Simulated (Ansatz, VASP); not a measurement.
# BiN in two plane-wave programs, part 2 of 2

Wanted: the spread between two codes on one cell, functional and k mesh. The cell is invented: As first built, before any earlier steps moved the atoms (in the runner's words): it takes the GaN structure with some of its atoms replaced by other elements, volume scaled by an estimate. It may not be a known or stable phase. The cell is taken from a series of VASP runs on this material, whose earlier steps may have relaxed, scaled or displaced it; both programs get it as it stands. Valence electrons are named where the data sets of a main pair hold unlike numbers.

VASP 6.6.1 and Ansatz 0.2.0.

So far. Step 3 (VASP: band structure, r2SCAN): At this level the cell is under a tension of 2.1 GPa, so at these settings it is away from equilibrium.

### 5. VASP: band structure, PBE, spin-orbit coupling

Level of this step: PBE, spin-orbit coupling; plane waves and PAW (Bi_d, N); invented cell (VASP).

With cell and atoms fixed, the geometry can't cause a difference; cores, projectors, grids and the points listed under the comparison can.

File INCAR:

```
SYSTEM = BiN
PREC = Accurate
ENCUT = 520
EDIFF = 1E-06
NELM = 100
ISMEAR = 0
SIGMA = 0.02
LREAL = .FALSE.
ALGO = Normal
GGA = PE
LNONCOLLINEAR = .TRUE.
MAGMOM = 0 0 0 0 0 0
NBANDS = 32
GGA_COMPAT = .FALSE.
LASPH = .TRUE.
LSORBIT = .TRUE.
LORBIT = 11
LWAVE = .FALSE.
LCHARG = .FALSE.
KPAR = 4
```

File POSCAR:

```
BiN
1.0
    0.0000000000      2.7752800738      2.7752800738
    2.7752800738      0.0000000000      2.7752800738
    2.7752800738      2.7752800738      0.0000000000
Bi N
1 1
Direct
    0.0000000000      0.0000000000      0.0000000000
    0.2500000000      0.2500000000      0.2500000000
```

File KPOINTS:

```
Automatic mesh
0
Gamma
5 5 5
0 0 0
```

File KPOINTS_OPT:

```
Line mode
16
Line-mode
Reciprocal
  0.00000000   0.00000000   0.00000000 GAMMA
  0.50000000   0.00000000   0.50000000 X

  0.50000000   0.00000000   0.50000000 X
  0.50000000   0.25000000   0.75000000 W

  0.50000000   0.25000000   0.75000000 W
  0.37500000   0.37500000   0.75000000 K

  0.37500000   0.37500000   0.75000000 K
  0.00000000   0.00000000   0.00000000 GAMMA

  0.00000000   0.00000000   0.00000000 GAMMA
  0.50000000   0.50000000   0.50000000 L

  0.50000000   0.50000000   0.50000000 L
  0.62500000   0.25000000   0.62500000 U

  0.62500000   0.25000000   0.62500000 U
  0.50000000   0.25000000   0.75000000 W

  0.50000000   0.25000000   0.75000000 W
  0.50000000   0.50000000   0.50000000 L

  0.50000000   0.50000000   0.50000000 L
  0.37500000   0.37500000   0.75000000 K

  0.62500000   0.25000000   0.62500000 U
  0.50000000   0.00000000   0.50000000 X
```

Potentials, in the order of the species: Bi_d and N (PBE family, release 64).

Started as:

```bash
> mpirun -np 4 vasp_ncl
```

Numbers of over 12 decimals in the logs are rounded to 6 here.

The log of the run:

```text
[banner, memory and clock lines left out]
running    4 mpi-ranks, on    1 nodes
[...]
LDA part: xc-table for (Slater+PW92), standard interpolation
 POSCAR, INCAR and KPOINTS ok, starting setup
[...]
entering main loop
       N       E                     dE             d eps       ncg     rms          rms(c)
DAV:   1     0.223922962172E+03    0.22392E+03   -0.99935E+03   896   0.146E+03
DAV:   2     0.150304551236E+02   -0.20889E+03   -0.19922E+03   920   0.448E+02
DAV:   3    -0.122220795219E+02   -0.27253E+02   -0.26429E+02  1088   0.158E+02
DAV:   4    -0.134753575875E+02   -0.12533E+01   -0.12505E+01  1064   0.361E+01
[...]
DAV:  14    -0.111720748356E+02    0.12141E-04   -0.29501E-05   968   0.388E-02    0.106E-02
DAV:  15    -0.111720750671E+02   -0.23149E-06   -0.18025E-05   936   0.266E-02    0.112E-02
DAV:  16    -0.111720741300E+02    0.93708E-06   -0.12086E-06   872   0.970E-03
   1 F= -.11172074E+02 E0= -.11171533E+02  d E =-.108324E-02  mag=     0.0000    -0.0000     0.0000
 Start KPOINTS_OPT (optional k-point list driver)
k-point batch [1-14\160]
       N       E                     dE             ncg
DAV:   1     0.908861013879E+03   -0.25380E+04      896
DAV:   2    -0.194320294146E+04   -0.28521E+04      920
DAV:   3    -0.230388168891E+04   -0.36068E+03     1104
DAV:   4    -0.231985081039E+04   -0.15969E+02     1048
DAV:   5    -0.232052137690E+04   -0.67057E+00     1368
DAV:   6    -0.232053016072E+04   -0.87838E-02     1160
DAV:   7    -0.232053056043E+04   -0.39970E-03     1400
DAV:   8    -0.232053056400E+04   -0.35768E-05     1128
DAV:   9    -0.232053056410E+04   -0.95622E-07      768
[...]
k-point batch [155-160\160]
       N       E                     dE             ncg
DAV:   1     0.609175051622E+04   -0.38933E+04      384
DAV:   2     0.489790287157E+04   -0.11938E+04      392
DAV:   3     0.476110529020E+04   -0.13680E+03      480
DAV:   4     0.475549050191E+04   -0.56148E+01      432
DAV:   5     0.475525474927E+04   -0.23575E+00      616
DAV:   6     0.475525190819E+04   -0.28411E-02      464
DAV:   7     0.475525180398E+04   -0.10421E-03      616
DAV:   8     0.475525180241E+04   -0.15629E-05      456
DAV:   9     0.475525180238E+04   -0.36047E-07      336
```

From OUTCAR (step 5):

```text
  Total        0.1771067      0.1771067      0.1771067     -0.0000000     -0.0000000      0.0000000
  in kB        6.6373546      6.6373546      6.6373546     -0.0000000     -0.0000000      0.0000000
  external PRESSURE =       6.6373546 kB  Pullay stress =       0.0000000 kB

 POSITION                                       TOTAL-FORCE (eV/Angst)
 -----------------------------------------------------------------------------------
      0.00000      0.00000      0.00000        -0.000000      0.000000      0.000000
      1.38764      1.38764      1.38764         0.000000     -0.000000     -0.000000
 -----------------------------------------------------------------------------------
    total drift:                               -0.000000     -0.000000     -0.000000

  FREE ENERGIE OF THE ION-ELECTRON SYSTEM (eV)
  ---------------------------------------------------
  free  energy   TOTEN  =       -11.1720741300 eV

  energy  without entropy=      -11.1709908860  energy(sigma->0) =      -11.17153251

 magnetization (x)
# of ion       s       p       d       tot
------------------------------------------
    1        0.000  -0.000  -0.000  -0.000
    2        0.000  -0.000   0.000  -0.000
--------------------------------------------------
tot          0.000  -0.000  -0.000  -0.000

 magnetization (y)
# of ion       s       p       d       tot
------------------------------------------
    1        0.000   0.000  -0.000   0.000
    2        0.000   0.000   0.000   0.000
--------------------------------------------------
tot          0.000   0.000  -0.000   0.000

 magnetization (z)
# of ion       s       p       d       tot
------------------------------------------
    1        0.000  -0.000   0.000  -0.000
    2        0.000  -0.000   0.000  -0.000
--------------------------------------------------
tot          0.000  -0.000   0.000  -0.000

[... 1 part as in an earlier step ...]

[... 2 further parts left out ...]
[key lines of the parts left out:]
E-fermi :   6.1767
```

The run ends at a pressure of 0.66 GPa.

### 6. Ansatz: band structure, PBE, spin-orbit coupling

The same cell, functional, mesh and smearing now go to Ansatz, which takes its cutoff from its data sets.

The cell is taken from a series of VASP runs on this material, whose earlier steps may have relaxed, scaled or displaced it; both programs get it as it stands.

File input.yaml:

```yaml
crystal:
  lattice:
    - [0.0, 2.7752800738, 2.7752800738]
    - [2.7752800738, 0.0, 2.7752800738]
    - [2.7752800738, 2.7752800738, 0.0]
  atoms:
    - { symbol: Bi, position: [0.0, 0.0, 0.0] }
    - { symbol: "N", position: [0.25, 0.25, 0.25] }
hamiltonian:
  xc: pbe
  pseudopotentials: { kind: paw_fr }
magnetization:
  noncollinear: true
  spin_orbit: true
kpoints:
  mp_grid: { grid: [5, 5, 5] }
  band_path:
    path:
      - [0.0, 0.0, 0.0]
      - [0.16667, 0.0, 0.16667]
      - [0.33333, 0.0, 0.33333]
      - [0.5, 0.0, 0.5]
      - [0.5, 0.08333, 0.58333]
      - [0.5, 0.18333, 0.68333]
      - [0.5, 0.25, 0.75]
      - [0.45, 0.3, 0.75]
      - [0.40833, 0.34167, 0.75]
      - [0.35, 0.35, 0.7]
      - [0.225, 0.225, 0.45]
      - [0.075, 0.075, 0.15]
      - [0.03333, 0.03333, 0.03333]
      - [0.23333, 0.23333, 0.23333]
      - [0.4, 0.4, 0.4]
      - [0.51667, 0.46667, 0.51667]
      - [0.55833, 0.38333, 0.55833]
      - [0.60833, 0.28333, 0.60833]
      - [0.60833, 0.25, 0.64167]
      - [0.55833, 0.25, 0.69167]
      - [0.51667, 0.25, 0.73333]
      - [0.5, 0.3, 0.7]
      - [0.5, 0.38333, 0.61667]
      - [0.5, 0.48333, 0.51667]
      - [0.475, 0.475, 0.55]
      - [0.425, 0.425, 0.65]
      - [0.38333, 0.38333, 0.73333]
      - [0.59167, 0.18333, 0.59167]
      - [0.55, 0.1, 0.55]
      - [0.5, 0.0, 0.5]
    npoints: 1
scf:
  occupations: { method: gaussian, width: 0.02 }
  n_extra_bands: 14
output:
  forces: true
  stress: true
  eigenvalues: true
```

Started as:

```bash
> ansatz run input.yaml --threads 2 --pin off --max-ram 4608MiB --backend cpu --events-out ev --progress --plain --runs-dir out
```

The log of the run:

```text
[...]
non-collinear run that drives no moment, with spin-orbit: no starting moment large enough to seed its density (crystal.atoms[].spin), no starting occupations that ask for one, no magnetisation constraint and no magnetic field, so the semilocal B_xc is pinned to zero
Crystal: 2 atoms, lattice volume = 42.751 Å³
[...]
k-point 1: bands = [... 16 lower, 7.1910, 7.2158, 7.3435, 7.3435, 10.9849, 10.9849, 12.5909, 12.5909, ... 10 higher]
  k-point 2: bands = [... 16 lower, 6.8215, 6.8355, 6.8741, 6.8741, 11.7628, 11.7628, 12.7826, 12.7826, ... 10 higher]
  k-point 9: bands = [... 16 lower, 5.3160, 5.7486, 9.2882, 9.4550, 10.5521, 11.0037, 12.1475, 12.7619, ... 10 higher]
[key lines of the parts left out:]
SCF converged after 7 iterations
Magnetization: |M| = 0.0000 μB,  M = (+0.0000, +0.0000, +0.0000) μB
Free energy (F): -12820.446901 eV
Fermi energy:    9.454986 eV
P = ⅓ Tr σ = 0.7746 GPa (7.746 kbar)
```

Run time: 8.7 s. Hardware: 2 threads of Arm Neoverse N1, shared host; peak memory 0.38 GiB; 16 s of CPU time.

### 7. Differences

What differs besides the data sets and the points named for the pairs above, as far as they apply: spin-orbit coupling enters by fully relativistic files in Ansatz and inside the spheres in VASP; the cutoff is 420 eV in Ansatz and 520 eV in VASP. Total energies have different zeros and are not compared.

Compared:

```
                                        quantity  Ansatz  VASP  difference
                                  pressure (GPa)    0.77  0.66       +0.11
pressure without Ansatz's Pulay correction (GPa)    0.55  0.66       -0.11
```

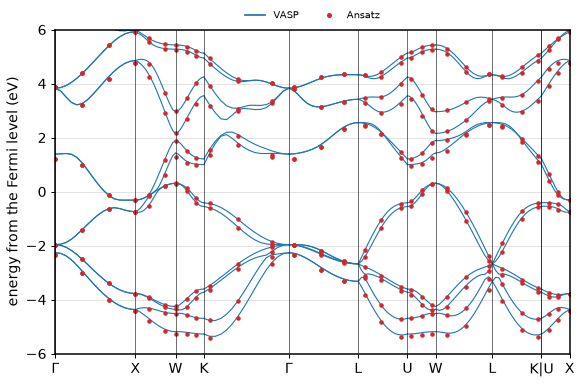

Bands from VASP (lines) and levels from Ansatz (dots). Dots without a line are higher empty bands that the VASP plot leaves out.

Levels from 3 eV below to 2 eV above the Fermi level differ by 50 meV r.m.s. and 181 meV at most; each VASP level is matched to the nearest of Ansatz, which flatters the figure a little. Ansatz's pressure holds a Pulay correction of 0.22 GPa; VASP's holds none.

### 8. Ansatz: band structure, r2SCAN, spin-orbit coupling

A single point gives forces, pressure and levels at one fixed geometry, so differences don't come from the geometry; what else differs is listed under the comparison.

The cell is taken from a series of VASP runs on this material, whose earlier steps may have relaxed, scaled or displaced it; both programs get it as it stands.

input.yaml: that of step 6 with these lines changed.

```diff
@@ -9,3 +9,3 @@
 hamiltonian:
-  xc: pbe
+  xc: r2scan
   pseudopotentials: { kind: paw_fr }
@@ -56 +56,5 @@
   eigenvalues: true
+  write_density: true
+  write_potential: true
+  elf: true
+  volumetric_format: npy
```

The log of the run:

```text
[...]
Crystal: 2 atoms, lattice volume = 42.751 Å³
Basis set: ecut = 500 eV, 1067 PW (Γ), exchange–correlation on 120×120×120 points (64 copies of the dense FFT grid, shifted against one another)
Bands: 34, of which v1, the nominal top of the filled ones, is band 20 counted from 1 (19 counted from 0)
[...]
k-point 1: bands = [... 16 lower, 6.9351, 6.9605, 7.1206, 7.1206, 11.0307, 11.0307, 12.6862, 12.6862, ... 10 higher]
  k-point 2: bands = [... 16 lower, 6.5470, 6.5614, 6.6643, 6.6643, 11.8480, 11.8480, 12.9042, 12.9042, ... 10 higher]
  k-point 9: bands = [... 16 lower, 5.0134, 5.4491, 9.2017, 9.3681, 10.5836, 11.0570, 12.2632, 12.8643, ... 10 higher]
[key lines of the parts left out:]
SCF converged after 7 iterations
Magnetization: |M| = 0.0000 μB,  M = (+0.0000, +0.0000, +0.0000) μB
Free energy (F): -12760.090083 eV
Fermi energy:    9.368057 eV
P = ⅓ Tr σ = -1.3922 GPa (-13.922 kbar)
```

Elapsed: 19 s, on 2 threads; peak memory 0.52 GiB.

### 9. VASP: band structure, r2SCAN, spin-orbit coupling

The same cell, functional, mesh and smearing now go to VASP, with its own data sets.

INCAR: that of step 5 with these lines changed.

```diff
@@ -9,3 +9,4 @@
 ALGO = Normal
-GGA = PE
+METAGGA = R2SCAN
+LASPH = .TRUE.
 LNONCOLLINEAR = .TRUE.
@@ -14,3 +15,2 @@
 GGA_COMPAT = .FALSE.
-LASPH = .TRUE.
 LSORBIT = .TRUE.
```

POSCAR is that of step 5.

KPOINTS is that of step 5.

KPOINTS_OPT is that of step 5.

Started as:

```bash
> mpirun -np 4 vasp_ncl
```

The log of the run:

```text
[banner, memory and clock lines left out]
running    4 mpi-ranks, on    1 nodes
[...]
[... a notice as in an earlier step ...]

 LDA part: xc-table for (None), standard interpolation
 POSCAR, INCAR and KPOINTS ok, starting setup
[...]
entering main loop
       N       E                     dE             d eps       ncg     rms          rms(c)
DAV:   1     0.168983243377E+03    0.16898E+03   -0.10177E+04   896   0.149E+03
DAV:   2    -0.451570524085E+02   -0.21414E+03   -0.20426E+03   928   0.456E+02
DAV:   3    -0.727896607179E+02   -0.27633E+02   -0.26818E+02  1088   0.162E+02
DAV:   4    -0.741003822536E+02   -0.13107E+01   -0.13079E+01  1080   0.374E+01
[...]
DAV:  13    -0.664567427445E+02   -0.20972E-04   -0.37114E-05  1056   0.516E-02    0.244E-02
DAV:  14    -0.664567373422E+02    0.54023E-05   -0.22225E-05   992   0.320E-02    0.206E-03
DAV:  15    -0.664567373634E+02   -0.21248E-07   -0.22499E-06  1032   0.113E-02
   1 F= -.66456737E+02 E0= -.66456196E+02  d E =-.108324E-02  mag=     0.0000    -0.0000    -0.0000
 Start KPOINTS_OPT (optional k-point list driver)
k-point batch [1-14\160]
       N       E                     dE             ncg
DAV:   1     0.838267070969E+03   -0.26086E+04      896
DAV:   2    -0.211215285465E+04   -0.29504E+04      920
DAV:   3    -0.248276708316E+04   -0.37061E+03     1104
DAV:   4    -0.249942762792E+04   -0.16661E+02     1048
DAV:   5    -0.250018077783E+04   -0.75315E+00     1392
DAV:   6    -0.250018934865E+04   -0.85708E-02     1152
DAV:   7    -0.250018972298E+04   -0.37433E-03     1416
DAV:   8    -0.250018972730E+04   -0.43163E-05     1128
DAV:   9    -0.250018972742E+04   -0.12308E-06      768
[...]
k-point batch [155-160\160]
       N       E                     dE             ncg
DAV:   1     0.605857801349E+04   -0.39265E+04      384
DAV:   2     0.482477831793E+04   -0.12338E+04      392
DAV:   3     0.468438905735E+04   -0.14039E+03      472
DAV:   4     0.467848758015E+04   -0.59015E+01      432
DAV:   5     0.467823626439E+04   -0.25132E+00      608
DAV:   6     0.467823274277E+04   -0.35216E-02      448
DAV:   7     0.467823261110E+04   -0.13167E-03      608
DAV:   8     0.467823260895E+04   -0.21442E-05      440
DAV:   9     0.467823260891E+04   -0.48005E-07      336
```

Parts of OUTCAR (step 9):

```text
  Total       -0.3443975     -0.3443975     -0.3443975      0.0000000      0.0000000     -0.0000000
  in kB      -12.9068465    -12.9068465    -12.9068465      0.0000000      0.0000000     -0.0000000
  external PRESSURE =     -12.9068465 kB  Pullay stress =       0.0000000 kB

 POSITION                                       TOTAL-FORCE (eV/Angst)
 -----------------------------------------------------------------------------------
      0.00000      0.00000      0.00000         0.000000      0.000000      0.000000
      1.38764      1.38764      1.38764        -0.000000     -0.000000     -0.000000
 -----------------------------------------------------------------------------------
    total drift:                               -0.000000     -0.000000     -0.000000

  FREE ENERGIE OF THE ION-ELECTRON SYSTEM (eV)
  ---------------------------------------------------
  free  energy   TOTEN  =       -66.4567373634 eV

  energy  without entropy=      -66.4556541194  energy(sigma->0) =      -66.45619574

 magnetization (x)
# of ion       s       p       d       tot
------------------------------------------
    1        0.000  -0.000   0.000  -0.000
    2        0.000  -0.000   0.000  -0.000
--------------------------------------------------
tot          0.000  -0.000   0.000  -0.000

 magnetization (y)
# of ion       s       p       d       tot
------------------------------------------
    1        0.000  -0.000  -0.000  -0.000
    2       -0.000   0.000   0.000   0.000
--------------------------------------------------
tot         -0.000   0.000  -0.000   0.000

 magnetization (z)
# of ion       s       p       d       tot
------------------------------------------
    1        0.000   0.000   0.000   0.000
    2       -0.000  -0.000   0.000  -0.000
--------------------------------------------------
tot         -0.000  -0.000   0.000  -0.000

[... 2 parts as in an earlier step ...]

[... 1 further part left out ...]
[key lines of the parts left out:]
E-fermi :   6.0973
```

The run ends at a pressure of -1.29 GPa.

### 10. Differences

Both answers:

```
      quantity  Ansatz   VASP  difference
pressure (GPa)   -1.39  -1.29       -0.10
```

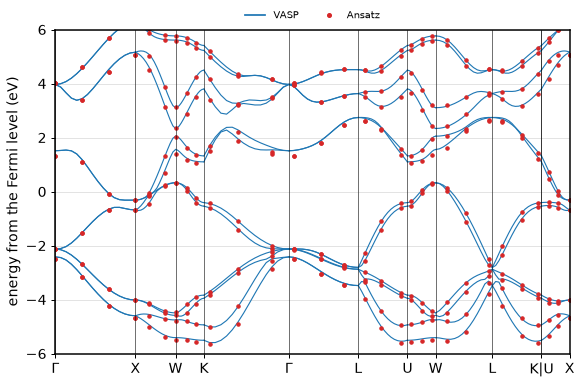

Bands from VASP (lines) and levels from Ansatz (dots). Dots without a line are higher empty bands that the VASP plot leaves out.

Levels from 3 eV below to 2 eV above the Fermi level differ by 54 meV r.m.s. and 194 meV at most; each VASP level is matched to the nearest of Ansatz, which flatters the figure a little. Ansatz's pressure holds a Pulay correction of 0.04 GPa; VASP's holds none.

### 11. Results

```
r.m.s. difference of levels near the Fermi level (band structure, r2SCAN)                      : 2.4 meV
r.m.s. difference of levels near the Fermi level (band structure, PBE, spin-orbit coupling)    : 50 meV
r.m.s. difference of levels near the Fermi level (band structure, r2SCAN, spin-orbit coupling) : 54 meV
```

**Reading.** The r.m.s. difference of levels near the Fermi level is 54 meV (band structure, r2SCAN, spin-orbit coupling), within the 80 meV picked in this series as the mark of a large difference. How closely two codes agree says nothing of how well the functional describes the real material.

[Lines on the potential files, build, host, timing and source positions are cut from VASP's logs without a mark.]

[Logs are printed without paths, hosts, clocks, repeated set-up lines and the standing remarks that a program may print on its own settings, such as how far it seeks lower states.]

[Hosts, paths, dates, database ids (printed as entryN), source tags and the programs' standing remarks are cut or masked in the printed files.]
